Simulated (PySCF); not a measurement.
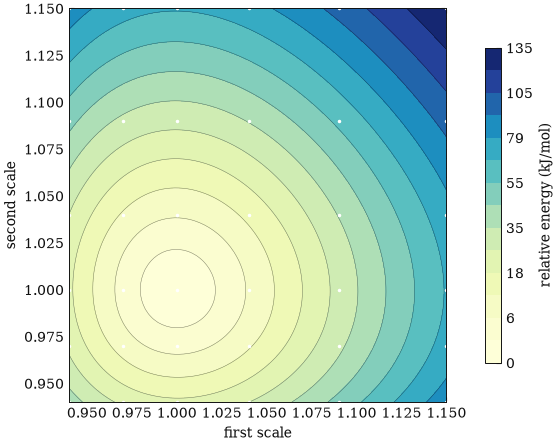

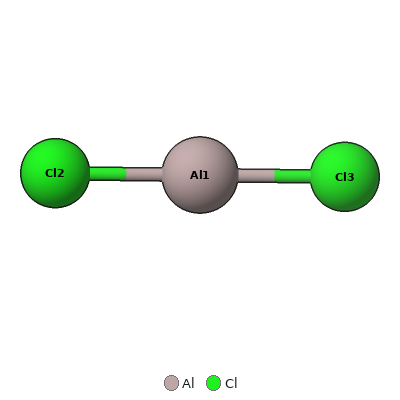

Energy landscape of AlCl₂⁺, singlet, rigid, from a minimum of the shape that electron-pair counting expects: bond 1-2 scaled first, bond 1-3 second (atom 1 is the central atom; scales multiply the bond lengths of the minimum). PBE0/def2-TZVP in PySCF, restricted determinant, no spin-orbit coupling; energies count from the minimum, which needn't lie on the grid. The map is drawn from 6 × 6 computed points, interpolated. Dots mark the computed points.

Q: How does the best value of the first coordinate follow the second?

A: It moves little, from 1.001 to 0.999, as the second goes from 0.94 to 1.15 (from a spline through the points).

Q: Which computed point is the lowest, and which the highest?

A: Lowest at 1.00 and 1.00 (0 kJ/mol), highest at 1.15 and 1.15 (135 kJ/mol).
